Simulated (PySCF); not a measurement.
# BFH2: the cost of one run

Programs: PySCF 2.14.0, with routines of our own; each step states its level. All values are computed. Atoms count from 0.

### Step 1. The system as given

4 atoms, charge -1, multiplicity 2; geometry from: GFN2-xTB.

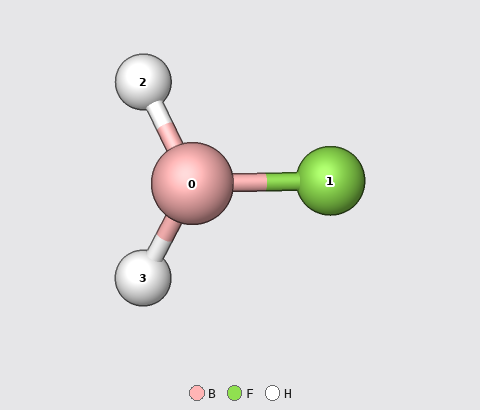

The starting geometry (boron pink, fluorine green, hydrogen white).

### Step 2. Open-shell or spin-flip excitations: unrestricted TDDFT CAM-B3LYP/def2-SVPD in tetrahydrofuran

The job: settings as JSON, then the geometry in Å.

```
{"job": {"kind": "uabs", "xc": "CAM-B3LYP", "basis": "def2-SVPD", "nstates": 10, "tda": false, "solvent": "tetrahydrofuran", "pol": false}, "charge": -1, "multiplicity": 2}
B     -0.085774     0.023575     0.313624
F      1.298162    -0.362596    -0.111208
H     -0.320252     1.168740    -0.105164
H     -0.881902    -0.824947    -0.120106
```

With the program's defaults for keys left out, this is: unrestricted TDDFT CAM-B3LYP/def2-SVPD, vertical, IEF-PCM tetrahydrofuran (non-equilibrium linear response), core orbitals frozen in the response.

Command:

```sh
$ OMP_NUM_THREADS=1 python excited_run.py task.json out
```

One launch serves the whole session: the jobs run in the order shown.

**Question.** How long does this first job take on 1 thread of Arm Neoverse V1, shared host, and how much memory does it need?

About 3.2 s, with a peak of 0.27 GiB.
